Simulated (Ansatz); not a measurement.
# doublet CH5FOSi+ at 6 levels

Aim: a comparison of 6 runs (UHF/STO-3G, UHF/def2-SVP, UB3LYP/6-31G*, UBLYP/def2-SVP, USVWN5/def2-SVP, UCCSD/def2-SVP) of doublet CH5FOSi+. 

Program for the calculation: Ansatz 0.2.0.

128 further runs of the same task are left out: 128 set aside as unsound or not needed. Runs told in other sessions of the task aren't counted.

## Step 1: The molecule

CH5FOSi+ has 9 atoms, charge +1, and is taken as a doublet. SMILES of the parent species: `CO[SiH2]F`. Geometry: relaxed at PBE0-D4/def2-TZVP. This is one conformer, not always the lowest. That shape belongs to the parent species and isn't relaxed for this state.

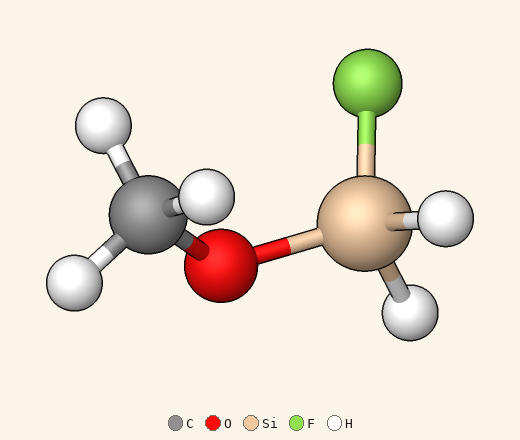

The structure, seen from a chosen angle (carbon grey, oxygen red, silicon light orange, fluorine green, hydrogen white).

## Step 2: A single-point energy at UHF/STO-3G (run 1)

The input, job.yaml:

```yaml
basis:
  gaussian:
    orbitals: STO-3G
crystal:
  periodic: [false, false, false]
  atoms:
    - {symbol: C, position_ang: [-0.280200, 1.150700, -0.688400]}
    - {symbol: O, position_ang: [-0.743600, -0.064200, -0.138000]}
    - {symbol: Si, position_ang: [0.168900, -1.127700, 0.679900]}
    - {symbol: F, position_ang: [1.202000, -1.865200, -0.290100]}
    - {symbol: H, position_ang: [0.189600, 0.979000, -1.660800]}
    - {symbol: H, position_ang: [-1.135900, 1.813600, -0.823000]}
    - {symbol: H, position_ang: [0.443400, 1.643500, -0.029000]}
    - {symbol: H, position_ang: [-0.748200, -2.141700, 1.231900]}
    - {symbol: H, position_ang: [0.992400, -0.434200, 1.700300]}
total_charge: 1
magnetization:
  spin_polarized: true
  initial_magnetization: 1
hamiltonian:
  xc: hf
accuracy: high
output: {orbitals: {seedname: orbitals}}
```

Started as:

```
ansatz run job.yaml --threads 1 --pin off --max-ram 3480MiB --events-out events.jsonl --progress --plain --runs-dir runs
```

Output:

```text
Warning: RAYON_NUM_THREADS=1 ignored (pool sized by the plan → 1); use --threads N
Functional definition: HF
  name "HF"
  exchange = exact_x
  correlation = 0
579 factors; integrals over basis functions are off by at most 2.7e-8 eV
mean field evaluation 1: about -13532.0951 eV, gradient 2.3e1 eV
mean field evaluation 2: about -13532.2292 eV, gradient 2.3e1 eV
mean field evaluation 4: about -13538.1429 eV, gradient 4.5e0 eV
mean field evaluation 8: about -13539.8148 eV, gradient 2.0e0 eV
mean field evaluation 16: about -13540.1235 eV, gradient 2.2e-1 eV
mean field evaluation 32: about -13539.9690 eV, gradient 6.3e-1 eV
mean field evaluation 64: about -13539.3779 eV, gradient 5.2e-1 eV
mean field evaluation 96: about -13539.8235 eV, gradient 8.7e-1 eV
mean field -13540.11982335 eV, -497.5902256853 hartree, gradient 1.9e-8 eV, S^2 0.757902; 2 other end points of the search recorded, 0 dependent functions left out
reference -13540.11982335 eV, -497.5902256853 hartree; 21, 20 occupied and 8, 9 virtual orbitals, 579 factors
Total energy: -13540.11982335 eV, -497.5902256853 hartree
```

It took 0.63 s on 1 thread of Arm Neoverse V2, shared host.

## Step 3: The energy at UHF/def2-SVP (run 2)

job.yaml: that of step 2 with these lines changed.

```diff
@@ -1,4 +1,3 @@
 basis:
-  gaussian:
-    orbitals: STO-3G
+  gaussian: {orbitals: def2-SVP}
 crystal:
@@ -15,9 +14,6 @@
     - {symbol: H, position_ang: [0.992400, -0.434200, 1.700300]}
+hamiltonian: {xc: hf}
+output: {orbitals: {seedname: orbitals}}
+magnetization: {spin_polarized: true, initial_magnetization: 1}
 total_charge: 1
-magnetization:
-  spin_polarized: true
-  initial_magnetization: 1
-hamiltonian:
-  xc: hf
 accuracy: high
-output: {orbitals: {seedname: orbitals}}
```

Started as:

```
ansatz run job.yaml --threads 1 --pin off --max-ram 3480MiB --events-out events.jsonl --progress --plain --runs-dir runs
```

Output:

```text
Warning: RAYON_NUM_THREADS=1 ignored (pool sized by the plan → 1); use --threads N
[... 4 set-up lines as earlier in the session ...]
1923 factors; integrals over basis functions are off by at most 3.8e-9 eV
mean field evaluation 1: about -13690.9025 eV, gradient 4.2e1 eV
mean field evaluation 2: about -13691.0021 eV, gradient 4.2e1 eV
mean field evaluation 4: about -13698.3058 eV, gradient 3.7e0 eV
mean field evaluation 8: about -13698.5427 eV, gradient 1.2e0 eV
mean field evaluation 16: about -13699.8577 eV, gradient 1.3e-1 eV
mean field evaluation 32: about -13699.6233 eV, gradient 6.8e-1 eV
mean field evaluation 64: about -13698.3699 eV, gradient 6.9e-1 eV
mean field evaluation 96: about -13699.4258 eV, gradient 3.7e0 eV
mean field evaluation 128: about -13698.3674 eV, gradient 1.1e0 eV
mean field -13699.87171989 eV, -503.4609995994 hartree, gradient 3.3e-8 eV, S^2 0.760368; 3 other end points of the search recorded, 0 dependent functions left out
reference -13699.87171989 eV, -503.4609995994 hartree; 21, 20 occupied and 64, 65 virtual orbitals, 1923 factors
Total energy: -13699.87171989 eV, -503.4609995994 hartree
```

It took 8.7 s on 1 thread of Arm Neoverse V2, shared host; peak memory 0.39 GiB.

## Step 4: A single-point energy at UB3LYP/6-31G(d) (spherical functions) (run 3)

The input, in.yaml:

```yaml
basis:
  gaussian: {orbitals: 6-31G_st_-spherical.json}
crystal:
  periodic: [false, false, false]
  atoms:
    - {symbol: C, position_ang: [-0.280200, 1.150700, -0.688400]}
    - {symbol: O, position_ang: [-0.743600, -0.064200, -0.138000]}
    - {symbol: Si, position_ang: [0.168900, -1.127700, 0.679900]}
    - {symbol: F, position_ang: [1.202000, -1.865200, -0.290100]}
    - {symbol: H, position_ang: [0.189600, 0.979000, -1.660800]}
    - {symbol: H, position_ang: [-1.135900, 1.813600, -0.823000]}
    - {symbol: H, position_ang: [0.443400, 1.643500, -0.029000]}
    - {symbol: H, position_ang: [-0.748200, -2.141700, 1.231900]}
    - {symbol: H, position_ang: [0.992400, -0.434200, 1.700300]}
total_charge: 1
magnetization: {spin_polarized: true, initial_magnetization: 1}
hamiltonian: {xc: {name: B3LYP}}
accuracy: high
output: {orbitals: {seedname: orbitals}}
```

The basis set 6-31G* is read from a file made from the Basis Set Exchange's data (not shown).

Started as:

```
ansatz run in.yaml --threads 1 --pin off --max-ram 3480MiB --events-out events.jsonl --progress --plain --runs-dir runs
```

Output:

```text
Warning: RAYON_NUM_THREADS=1 ignored (pool sized by the plan → 1); use --threads N
Functional definition: B3LYP
  name "B3LYP"
  parameter a0 = 0.2
  parameter ax = 0.72
  parameter ac = 0.81
  exchange = (1 - a0 - ax)*slater_x + ax*b88_x + a0*exact_x
  correlation = (1 - ac)*vwn_rpa_c + ac*lyp_c
1618 factors; integrals over basis functions are off by at most 3.3e-9 eV
mean field evaluation 1: about -13734.9361 eV, gradient 6.4e1 eV
mean field evaluation 2: about -13666.0122 eV, gradient 1.4e2 eV
mean field evaluation 4: about -13747.1839 eV, gradient 3.1e1 eV
mean field evaluation 8: about -13751.0787 eV, gradient 1.1e0 eV
mean field evaluation 16: about -13751.2939 eV, gradient 2.9e-2 eV
mean field evaluation 32: about -13751.2941 eV, gradient 8.3e-6 eV
mean field -13751.29405383 eV, -505.3507355163 hartree, gradient 5.8e-8 eV, S^2 0.755738; 2 other end points of the search recorded, 0 dependent functions left out
reference -13751.29409139 eV, -505.3507368966 hartree; 21, 20 occupied and 49, 50 virtual orbitals, 1618 factors
Total energy: -13751.29409139 eV, -505.3507368966 hartree
```

Run time: 18 s. Hardware: 1 thread of Arm Neoverse V2, shared host; peak memory 0.32 GiB.

Runs 4 to 5 aren't shown in full; the table further down has their settings and results.

## Step 5: A single-point energy at UCCSD/def2-SVP (run 6)

job.yaml: that of step 3 with these lines changed.

```diff
@@ -1,3 +1 @@
-basis:
-  gaussian: {orbitals: def2-SVP}
 crystal:
@@ -14,6 +12,14 @@
     - {symbol: H, position_ang: [0.992400, -0.434200, 1.700300]}
-hamiltonian: {xc: hf}
-output: {orbitals: {seedname: orbitals}}
-magnetization: {spin_polarized: true, initial_magnetization: 1}
+basis:
+  gaussian:
+    orbitals: def2-SVP
+scf:
+  omitted_lower_state_checks: [cluster_reference, increment]
+magnetization:
+  spin_polarized: true
+  initial_magnetization: 1
+accuracy: high
 total_charge: 1
-accuracy: high
+correlation:
+  method: ccsd
+  frozen_orbitals: {C: 1, F: 1, H: 0, O: 1, Si: 5}
```

Started as:

```
ansatz run job.yaml --threads 1 --pin off --max-ram 3480MiB --events-out events.jsonl --progress --plain --runs-dir runs
```

Output:

```text
Warning: RAYON_NUM_THREADS=1 ignored (pool sized by the plan → 1); use --threads N
[... 14 lines left out ...]
8 core orbitals not correlated: weight in the atoms' cores, before any rotation towards them, 1.000 or more for the frozen orbitals, at most 0.000 for the correlated occupied ones
[... 49 lines left out ...]
Total energy: -13716.57392446 eV, -504.0747942961 hartree
Checks for a lower state left out: cluster_reference, increment
```

Run time: 1.8 min. Hardware: 1 thread of Arm Neoverse V2, shared host; peak memory 0.91 GiB.

## Step 6: The series

| run | level | frozen core orbitals | energy (Eh) | HOMO energy (eV) | LUMO energy (eV) | ⟨S²⟩ | wall time |
| --- | --- | --- | --- | --- | --- | --- | --- |
| 1 | UHF/STO-3G | – | -497.590226 | -16.83 | -3.71 | 0.758 | 0.63 s |
| 2 | UHF/def2-SVP | – | -503.461000 | -18.81 | -8.02 | 0.760 | 8.7 s |
| 3 | UB3LYP/6-31G* (spherical functions) | – | -505.350737 | -15.21 | -13.56 | 0.756 | 18 s |
| 4 | UBLYP/def2-SVP | – | -505.052738 | -14.03 | -13.81 | 0.753 | 17 s |
| 5 | USVWN5/def2-SVP | – | -502.380020 | -14.14 | -14.03 | 0.752 | 9.3 s |
| 6 | UCCSD/def2-SVP | 8 | -504.074794 | – | – | 0.760 | 1.8 min |

## Step 7: Outcome

| quantity | value |
| --- | --- |
| run 6: total energy | -504.07479 Eh |
| run 6: correlation energy (8 core orbitals frozen) | -613.8 mEh |
| run 6: ⟨S²⟩ of the reference determinant | 0.760 |
| run 6: T1 diagnostic | 0.034 |

Totals of different functionals can't be ranked against each other. In run 1 the basis is minimal, so the values are rough. All runs together took 2.7 min, the longest 1.8 min.
